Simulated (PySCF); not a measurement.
**Pb(CH3)2: other functionals and bases at one geometry**

How far do other levels of theory move the description of Pb(CH3)2, and what does each cost? It is a constructed species; whether it can be made isn't addressed.

Computed with PySCF 2.14.0. Level: several levels, as the steps say, no spin–orbit coupling.

3 further runs of the same task are left out: 2 for a known fault of the program, 1 set aside as unsound or not needed. Runs told in other sessions of the task aren't counted.

## 1. The starting structure

9 atoms, charge 0, spin multiplicity 1.

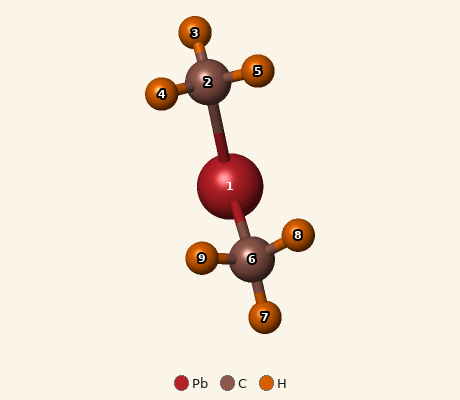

The structure; lead red, carbon brown, hydrogen orange; atoms are numbered from 1 in the order of the file.

Geometry (Å):

```csv
atom,x (Å),y (Å),z (Å)
Pb1,0.0000,0.0000,-0.7902
C2,1.6710,0.0000,0.8438
H3,2.6840,0.0000,0.4060
H4,1.5480,0.8936,1.4849
H5,1.5480,-0.8936,1.4849
C6,-1.6710,0.0000,0.8438
H7,-2.6840,0.0000,0.4060
H8,-1.5480,-0.8936,1.4849
H9,-1.5480,0.8936,1.4849
```

Formal oxidation states: Pb +2. An earlier session relaxed this geometry at TPSS, Pb def2-SVP with ECP60, C def2-SVP, H def2-SVP (singlet, point group C2v).

At TPSS on the finer grid: E = -272.565173 Eh, HOMO -5.03 eV, LUMO -2.90 eV, Mulliken charge on Pb1 +0.44 e, largest force component 0.006 eV/Å. 

Levels to run: CAM-B3LYP; BLYP; BP86; M06-L; TPSS, TZVP; TPSS, x2c-SVP. Hardware: 2 threads of Arm Neoverse V1, shared host.

## 2. CAM-B3LYP

Contents of run.py (the lines that set the calculation):

```python
mol = gto.M(atom='''
Pb     0.00000     0.00000    -0.79022
C      1.67096     0.00000     0.84382
H      2.68403     0.00000     0.40599
H      1.54800     0.89357     1.48485
H      1.54800    -0.89357     1.48485
C     -1.67096     0.00000     0.84382
H     -2.68403     0.00000     0.40599
H     -1.54800    -0.89357     1.48485
H     -1.54800     0.89357     1.48485''',
    basis={'Pb': 'def2-SVP', 'C': 'def2-SVP', 'H': 'def2-SVP'},
    ecp={'Pb': 'def2-SVP'},
    charge=0, spin=0)
mf = dft.RKS(mol, xc='CAMB3LYP')
mf.grids.atom_grid = (75, 302)
mf = mf.density_fit()  # fitting sets: Pb def2-universal-JKFIT, C def2-universal-JKFIT, H def2-universal-JKFIT
mf.conv_tol = 1e-08; mf.max_cycle = 55
mf.kernel(dm0)  # dm0: the density of the relaxed state
```

Launch:

```console
$ OMP_NUM_THREADS=2 python run.py
```

Output:

```text
init E= -272.507807228481
  HOMO = -0.260439789177434  LUMO = -0.0491495479665396  gap/eV = 5.74950
cycle= 1 E= -272.510718424388  delta_E= -0.00291  |g|= 0.0178  |ddm|= 0.184
  HOMO = -0.260449726055661  LUMO = -0.0503218668072289  gap/eV = 5.71787
cycle= 2 E= -272.510791665937  delta_E= -7.32e-05  |g|= 0.0139  |ddm|= 0.0474
  HOMO = -0.262160598708679  LUMO = -0.0507583911534315  gap/eV = 5.75255
cycle= 3 E= -272.510843995875  delta_E= -5.23e-05  |g|= 0.00346  |ddm|= 0.0159
  HOMO = -0.262251862385071  LUMO = -0.0510338543925659  gap/eV = 5.74753
cycle= 4 E= -272.510848099345  delta_E= -4.1e-06  |g|= 0.000684  |ddm|= 0.00657
  HOMO = -0.262188944448569  LUMO = -0.0509362044070762  gap/eV = 5.74848
cycle= 5 E= -272.510848257039  delta_E= -1.58e-07  |g|= 9.34e-05  |ddm|= 0.00167
  HOMO = -0.262196404131691  LUMO = -0.0509438722511497  gap/eV = 5.74847
cycle= 6 E= -272.510848263436  delta_E= -6.4e-09  |g|= 2.13e-05  |ddm|= 0.000418
  HOMO = -0.262193243136554  LUMO = -0.0509396848753205  gap/eV = 5.74850
Extra cycle  E= -272.510848263785  delta_E= -3.5e-10  |g|= 9.09e-06  |ddm|= 9.25e-05
converged SCF energy = -272.510848263785
```

It took 4.2 s on 2 threads of Arm Neoverse V1, shared host.

Read off: E = -272.510848 Eh, HOMO -7.13 eV, LUMO -1.39 eV, Mulliken charge on Pb1 +0.45 e, largest force component 0.473 eV/Å. 

## 3. BLYP

run.py (the lines that set the calculation), as its differences from that of step 2:

```diff
@@ -13,3 +13,3 @@
     charge=0, spin=0)
-mf = dft.RKS(mol, xc='CAMB3LYP')
+mf = dft.RKS(mol, xc='BLYP')
 mf.grids.atom_grid = (75, 302)
```

Launch:

```console
$ OMP_NUM_THREADS=2 python run.py
```

Output:

```text
init E= -272.514895818105
  HOMO = -0.176300962051856  LUMO = -0.107897842918737  gap/eV = 1.86134
cycle= 1 E= -272.516284463351  delta_E= -0.00139  |g|= 0.028  |ddm|= 0.212
  HOMO = -0.175005149468026  LUMO = -0.108568075054713  gap/eV = 1.80784
cycle= 2 E= -272.515703227852  delta_E= 0.000581  |g|= 0.0513  |ddm|= 0.0744
  HOMO = -0.177739843820801  LUMO = -0.108809676844782  gap/eV = 1.87569
cycle= 3 E= -272.516458678656  delta_E= -0.000755  |g|= 0.00743  |ddm|= 0.0627
  HOMO = -0.17778317097615  LUMO = -0.1092992989109  gap/eV = 1.86354
cycle= 4 E= -272.516479276976  delta_E= -2.06e-05  |g|= 0.00105  |ddm|= 0.0135
  HOMO = -0.177568778170013  LUMO = -0.109091855792069  gap/eV = 1.86335
cycle= 5 E= -272.516479688114  delta_E= -4.11e-07  |g|= 0.000101  |ddm|= 0.00259
  HOMO = -0.177569604252223  LUMO = -0.109092508137016  gap/eV = 1.86336
cycle= 6 E= -272.51647969188  delta_E= -3.77e-09  |g|= 1.68e-05  |ddm|= 0.000227
  HOMO = -0.17756834351917  LUMO = -0.109092137276059  gap/eV = 1.86333
Extra cycle  E= -272.51647969183  delta_E= 4.97e-11  |g|= 2.07e-05  |ddm|= 6.27e-05
converged SCF energy = -272.51647969183
```

It took 3.7 s on 2 threads of Arm Neoverse V1, shared host.

Result: E = -272.516480 Eh, HOMO -4.83 eV, LUMO -2.97 eV, Mulliken charge on Pb1 +0.39 e, largest force component 0.288 eV/Å. 

## 4. BP86

run.py (the lines that set the calculation), as its differences from that of step 3:

```diff
@@ -13,3 +13,3 @@
     charge=0, spin=0)
-mf = dft.RKS(mol, xc='BLYP')
+mf = dft.RKS(mol, xc='B88,P86')
 mf.grids.atom_grid = (75, 302)
```

Launch:

```console
$ OMP_NUM_THREADS=2 python run.py
```

Output:

```text
init E= -272.750378631411
  HOMO = -0.188115276416765  LUMO = -0.116215281788923  gap/eV = 1.95650
cycle= 1 E= -272.751344821493  delta_E= -0.000966  |g|= 0.0212  |ddm|= 0.124
  HOMO = -0.184915685365441  LUMO = -0.11199720082859  gap/eV = 1.98421
cycle= 2 E= -272.751350572707  delta_E= -5.75e-06  |g|= 0.0221  |ddm|= 0.0688
  HOMO = -0.187697206530952  LUMO = -0.114547124951567  gap/eV = 1.99052
cycle= 3 E= -272.751487107416  delta_E= -0.000137  |g|= 0.00457  |ddm|= 0.0368
  HOMO = -0.187537929462842  LUMO = -0.114751397040084  gap/eV = 1.98062
cycle= 4 E= -272.751494213684  delta_E= -7.11e-06  |g|= 0.00186  |ddm|= 0.0083
  HOMO = -0.187470310277851  LUMO = -0.114624426119889  gap/eV = 1.98224
cycle= 5 E= -272.751495247429  delta_E= -1.03e-06  |g|= 0.000112  |ddm|= 0.00258
  HOMO = -0.187455577364473  LUMO = -0.114605569513513  gap/eV = 1.98235
cycle= 6 E= -272.751495245258  delta_E= 2.17e-09  |g|= 1.96e-05  |ddm|= 0.000294
  HOMO = -0.187455341951862  LUMO = -0.11460508275993  gap/eV = 1.98236
Extra cycle  E= -272.751495254453  delta_E= -9.2e-09  |g|= 1.81e-05  |ddm|= 7.57e-05
converged SCF energy = -272.751495254453
```

Run time: 3.8 s. Hardware: 2 threads of Arm Neoverse V1, shared host.

It gives: E = -272.751495 Eh, HOMO -5.10 eV, LUMO -3.12 eV, Mulliken charge on Pb1 +0.41 e, largest force component 0.138 eV/Å. 

## 5. M06-L

run.py (the lines that set the calculation), as its differences from that of step 4:

```diff
@@ -13,3 +13,3 @@
     charge=0, spin=0)
-mf = dft.RKS(mol, xc='B88,P86')
+mf = dft.RKS(mol, xc='M06L')
 mf.grids.atom_grid = (75, 302)
```

Launch:

```console
$ OMP_NUM_THREADS=2 python run.py
```

Output:

```text
init E= -272.704955705491
  HOMO = -0.185713043284457  LUMO = -0.0943576025663795  gap/eV = 2.48591
cycle= 1 E= -272.70884812819  delta_E= -0.00389  |g|= 0.0405  |ddm|= 0.299
  HOMO = -0.18467295785125  LUMO = -0.100807736372676  gap/eV = 2.28209
cycle= 2 E= -272.707863265851  delta_E= 0.000985  |g|= 0.067  |ddm|= 0.156
  HOMO = -0.186761344100027  LUMO = -0.0986748861756723  gap/eV = 2.39695
cycle= 3 E= -272.70949707057  delta_E= -0.00163  |g|= 0.00951  |ddm|= 0.0926
  HOMO = -0.185997633451597  LUMO = -0.0981115298084934  gap/eV = 2.39150
cycle= 4 E= -272.709518499003  delta_E= -2.14e-05  |g|= 0.000994  |ddm|= 0.0105
  HOMO = -0.18618809813543  LUMO = -0.0983087783319654  gap/eV = 2.39132
cycle= 5 E= -272.709518910529  delta_E= -4.12e-07  |g|= 0.000305  |ddm|= 0.0028
  HOMO = -0.186174054918384  LUMO = -0.0982797682260532  gap/eV = 2.39173
cycle= 6 E= -272.709518945463  delta_E= -3.49e-08  |g|= 6.96e-05  |ddm|= 0.000772
  HOMO = -0.186188059002047  LUMO = -0.0982956188012718  gap/eV = 2.39168
cycle= 7 E= -272.709518947244  delta_E= -1.78e-09  |g|= 1.82e-05  |ddm|= 0.000319
  HOMO = -0.186187424435257  LUMO = -0.0982919057079545  gap/eV = 2.39176
Extra cycle  E= -272.709518947212  delta_E= 3.19e-11  |g|= 2.2e-05  |ddm|= 6.22e-05
converged SCF energy = -272.709518947212
```

Run time: 5.8 s. Hardware: 2 threads of Arm Neoverse V1, shared host.

Read off: E = -272.709519 Eh, HOMO -5.07 eV, LUMO -2.67 eV, Mulliken charge on Pb1 +0.59 e, largest force component 0.154 eV/Å. 

## 6. TPSS, TZVP

Basis: Pb def2-TZVP with ECP60, C def2-TZVP, H def2-TZVP. 

run.py (the lines that set the calculation), as its differences from that of step 5:

```diff
@@ -10,6 +10,6 @@
 H     -1.54800     0.89357     1.48485''',
-    basis={'Pb': 'def2-SVP', 'C': 'def2-SVP', 'H': 'def2-SVP'},
-    ecp={'Pb': 'def2-SVP'},
+    basis={'Pb': 'def2-TZVP', 'C': 'def2-TZVP', 'H': 'def2-TZVP'},
+    ecp={'Pb': 'def2-TZVP'},
     charge=0, spin=0)
-mf = dft.RKS(mol, xc='M06L')
+mf = dft.RKS(mol, xc='TPSS')
 mf.grids.atom_grid = (75, 302)
@@ -17,2 +17,2 @@
 mf.conv_tol = 1e-08; mf.max_cycle = 55
-mf.kernel(dm0)  # dm0: the density of the relaxed state
+mf.kernel(dm0)  # dm0: free metal ions and neutral atoms
```

Launch:

```console
$ OMP_NUM_THREADS=2 python run.py
```

Output:

```text
init E= -276.657591188508
  HOMO = -0.183013951391588  LUMO = -0.174946011370997  gap/eV = 0.21954
cycle= 1 E= -270.056226291319  delta_E=  6.6  |g|= 2.65  |ddm|= 3.34
  HOMO = -0.210539845261232  LUMO = -0.19921072920768  gap/eV = 0.30828
cycle= 2 E= -238.448392282613  delta_E= 31.6  |g|= 9.62  |ddm|= 13.2
  HOMO = -0.290228440570022  LUMO = -0.115810636479521  gap/eV = 4.74615
cycle= 3 E= -271.094316688881  delta_E= -32.6  |g|= 2.48  |ddm|= 12.9
  HOMO = -0.117905735522646  LUMO = -0.0173503392597549  gap/eV = 2.73625
cycle= 4 E= -272.509099136026  delta_E= -1.41  |g|= 0.704  |ddm|= 3.36
  HOMO = -0.195689055151147  LUMO = -0.117035174710004  gap/eV = 2.14028
cycle= 5 E= -272.659178072206  delta_E= -0.15  |g|= 0.115  |ddm|= 2.35
  HOMO = -0.187045355533671  LUMO = -0.108295399605511  gap/eV = 2.14290
cycle= 6 E= -272.662297962284  delta_E= -0.00312  |g|= 0.0548  |ddm|= 0.181
  HOMO = -0.186339898447059  LUMO = -0.107900903266495  gap/eV = 2.13443
cycle= 7 E= -272.662824166786  delta_E= -0.000526  |g|= 0.0139  |ddm|= 0.0548
  HOMO = -0.187722705722811  LUMO = -0.108260148749206  gap/eV = 2.16229
cycle= 8 E= -272.662877156458  delta_E= -5.3e-05  |g|= 0.00319  |ddm|= 0.0165
  HOMO = -0.18742119753445  LUMO = -0.107954539190597  gap/eV = 2.16240
cycle= 9 E= -272.662879562763  delta_E= -2.41e-06  |g|= 0.000441  |ddm|= 0.00414
  HOMO = -0.18744042552524  LUMO = -0.107978321344822  gap/eV = 2.16227
cycle= 10 E= -272.662879587947  delta_E= -2.52e-08  |g|= 0.000185  |ddm|= 0.00092
  HOMO = -0.187433435310773  LUMO = -0.107962815180782  gap/eV = 2.16251
cycle= 11 E= -272.662879601039  delta_E= -1.31e-08  |g|= 1.4e-05  |ddm|= 0.000327
  HOMO = -0.187432656620194  LUMO = -0.107961620748078  gap/eV = 2.16252
cycle= 12 E= -272.662879601092  delta_E= -5.26e-11  |g|= 4.69e-06  |ddm|= 2.45e-05
  HOMO = -0.187433243452201  LUMO = -0.107962441700305  gap/eV = 2.16251
Extra cycle  E= -272.662879601088  delta_E= 4.21e-12  |g|= 6.21e-06  |ddm|= 1.75e-05
converged SCF energy = -272.662879601088
```

Run time: 18 s. Hardware: 2 threads of Arm Neoverse V1, shared host.

Result: E = -272.662880 Eh, HOMO -5.10 eV, LUMO -2.94 eV, Mulliken charge on Pb1 +0.60 e, largest force component 0.293 eV/Å. 

## 7. TPSS, x2c-SVP

Basis: Pb x2c-SVPall, C x2c-SVPall, H x2c-SVPall. All electrons are treated, with the spin-free X2C Hamiltonian.

Contents of run.py (the lines that set the calculation):

```python
mol = gto.M(atom='''
Pb     0.00000     0.00000    -0.79022
C      1.67096     0.00000     0.84382
H      2.68403     0.00000     0.40599
H      1.54800     0.89357     1.48485
H      1.54800    -0.89357     1.48485
C     -1.67096     0.00000     0.84382
H     -2.68403     0.00000     0.40599
H     -1.54800    -0.89357     1.48485
H     -1.54800     0.89357     1.48485''',
    basis={'Pb': 'x2c-SVPall', 'C': 'x2c-SVPall', 'H': 'x2c-SVPall'},
    nucmod='G',
    charge=0, spin=0)
mf = dft.RKS(mol, xc='TPSS')
mf.grids.atom_grid = (99, 590)
mf = mf.density_fit()  # fitting sets: Pb AutoAux, C AutoAux, H AutoAux
mf = mf.sfx2c1e()
mf.conv_tol = 1e-08; mf.max_cycle = 55
mf.kernel(dm0)  # dm0: free metal ions and neutral atoms
```

Launch:

```console
$ OMP_NUM_THREADS=2 python run.py
```

Output:

```text
init E= -20967.8461625529
  HOMO = -0.18053537432384  LUMO = -0.172141167380454  gap/eV = 0.22842
cycle= 1 E= -20961.2171166858  delta_E= 6.63  |g|= 2.48  |ddm|= 4.05
  HOMO = -0.194497261091427  LUMO = -0.183654235701634  gap/eV = 0.29505
cycle= 2 E= -20931.6753125254  delta_E= 29.5  |g|= 9.01  |ddm|= 14.7
  HOMO = -0.28593230368536  LUMO = -0.103744060241071  gap/eV = 4.95759
cycle= 3 E= -20962.2455843624  delta_E= -30.6  |g|= 2.36  |ddm|= 14.1
  HOMO = -0.123691428184894  LUMO = -0.0204980082793091  gap/eV = 2.80804
cycle= 4 E= -20963.6762376181  delta_E= -1.43  |g|= 0.553  |ddm|= 3.23
  HOMO = -0.188863345026125  LUMO = -0.110648353396663  gap/eV = 2.12834
cycle= 5 E= -20963.773799764  delta_E= -0.0976  |g|= 0.0705  |ddm|= 1.19
  HOMO = -0.186632082411978  LUMO = -0.107899884275382  gap/eV = 2.14241
cycle= 6 E= -20963.7748182874  delta_E= -0.00102  |g|= 0.0352  |ddm|= 0.133
  HOMO = -0.185333199660667  LUMO = -0.107511631582943  gap/eV = 2.11763
cycle= 7 E= -20963.7750159657  delta_E= -0.000198  |g|= 0.00946  |ddm|= 0.0413
  HOMO = -0.186182049828349  LUMO = -0.107787215090822  gap/eV = 2.13323
cycle= 8 E= -20963.7750419373  delta_E= -2.6e-05  |g|= 0.00193  |ddm|= 0.0104
  HOMO = -0.186032521061827  LUMO = -0.107576900505809  gap/eV = 2.13489
cycle= 9 E= -20963.7750430369  delta_E= -1.1e-06  |g|= 0.00047  |ddm|= 0.00246
  HOMO = -0.186038832014436  LUMO = -0.107560510273577  gap/eV = 2.13550
cycle= 10 E= -20963.7750430955  delta_E= -5.86e-08  |g|= 8.47e-05  |ddm|= 0.000491
  HOMO = -0.186034778466704  LUMO = -0.107551810273606  gap/eV = 2.13563
cycle= 11 E= -20963.7750430984  delta_E= -2.86e-09  |g|= 5.79e-06  |ddm|= 0.00016
  HOMO = -0.186035072264696  LUMO = -0.107551580916404  gap/eV = 2.13564
Extra cycle  E= -20963.7750430984  delta_E= -7.28e-12  |g|= 7.67e-06  |ddm|= 1.89e-05
converged SCF energy = -20963.7750430984
```

It took 38 s on 2 threads of Arm Neoverse V1, shared host.

Read off: E = -20963.775043 Eh, HOMO -5.06 eV, LUMO -2.93 eV, Mulliken charge on Pb1 +0.49 e, largest force component 0.593 eV/Å. 

## 8. All levels side by side

| level | state | HOMO (eV) | gap (eV) | charge on Pb1 (e) | dipole (D) | largest force component (eV/Å) | basis functions | time |
| --- | --- | --- | --- | --- | --- | --- | --- | --- |
| TPSS (relaxed here) | singlet | -5.03 | 2.13 | 0.44 | 0.67 | 0.01 | 84 | 20 s |
| CAM-B3LYP | singlet | -7.13 | 5.75 | 0.45 | 0.75 | 0.47 | 84 | 4.2 s |
| BLYP | singlet | -4.83 | 1.86 | 0.39 | 0.59 | 0.29 | 84 | 3.7 s |
| BP86 | singlet | -5.10 | 1.98 | 0.41 | 0.54 | 0.14 | 84 | 3.8 s |
| M06-L | singlet | -5.07 | 2.39 | 0.59 | 1.04 | 0.15 | 84 | 5.8 s |
| TPSS, TZVP | singlet | -5.10 | 2.16 | 0.60 | 0.93 | 0.29 | 148 | 18 s |
| TPSS, x2c-SVP | singlet | -5.06 | 2.14 | 0.49 | 0.74 | 0.59 | 120 | 38 s |

Times are on 2 threads of Arm Neoverse V1, shared host; the first row also made further properties.

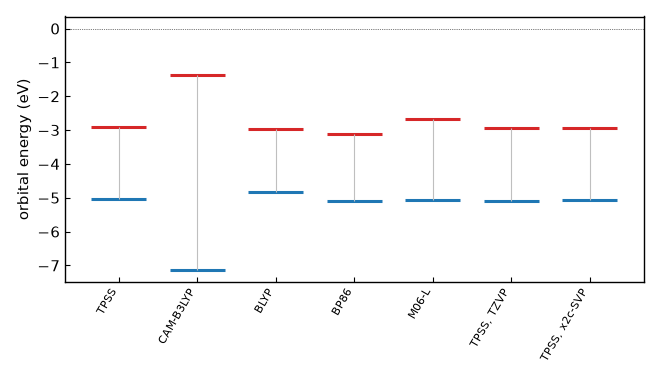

Highest filled and lowest empty level, method by method.

In one basis the HOMO–LUMO gap runs from 1.86 eV (BLYP) to 5.75 eV (CAM-B3LYP). The largest leftover force, 0.59 eV/Å with TPSS, x2c-SVP, stands at a geometry relaxed at another level. The Mulliken charge on Pb spans +0.39 to +0.60 e over the levels. Total energies of different levels can't be compared. Spin–orbit coupling is left out throughout.
